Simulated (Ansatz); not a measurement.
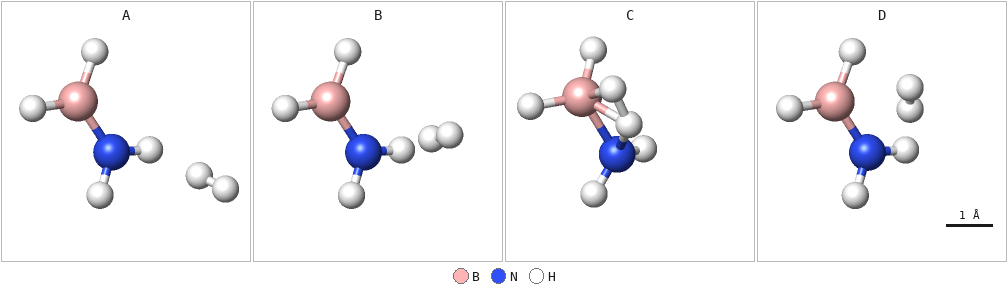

4 geometries from a converged minimum-energy path of BNH$_{6}$, made up at the start of BNH₄ and H2, shuffled. A ball-and-stick model, seen from a free direction.

Method: RKS PBE0-D4/def2-SVP (Ansatz). Run with 5 movable images; climbing image; force threshold 0.03 eV/Å; iteration limit 60; starting path through a guess of the saddle point.

### Which of them lies highest in energy?

C. In order along the path, whose images run from 0 to 6: A (image 0, 0.0 kcal/mol), B (image 1, +0.2 kcal/mol), D (image 2, +0.8 kcal/mol), C (image 4, +33.2 kcal/mol). Breaking: H–H (0.76 → 2.56 Å). Forming: B–H (4.25 → 1.22 Å), H–N (2.78 → 1.02 Å).

Limits of the set-up: the start holds two separate molecules, 2.8 Å apart at their closest, whose relative position is a soft coordinate.

The run took 89 s on 1 thread of AMD EPYC 7R43 64-Core Processor (Zen 3), on a shared host, peak memory 0.11 GiB.
